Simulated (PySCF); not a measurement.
Vertical excitations of a molecule CH7ClSi2 from TDDFT-CAM-B3LYP/def2-SVPD (PySCF), as energy in eV (oscillator strength): 6.23 (0.018), 7.08 (0.000), 7.17 (0.037), 7.53 (0.049), 7.91 (0.239), 8.05 (0.050), 8.11 (0.005), 8.22 (0.073), 8.33 (0.147), 8.44 (0.036). Lowest triplet (TDA): 5.61 eV. Geometry optimised at B3LYP-D3(BJ)/def2-SVP. Other conformers were not sampled.

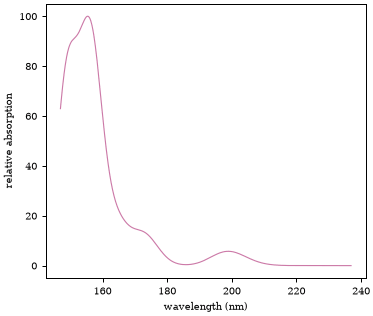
The lines broadened by 0.4 eV.

### Question
Pick the molecule that these values belong to.
A. C[Si@@H]([SiH3])Cl
B. C[SiH2][SiH2]Cl
C. [SiH3]C[SiH2]Cl

### Answer
B, C[SiH2][SiH2]Cl
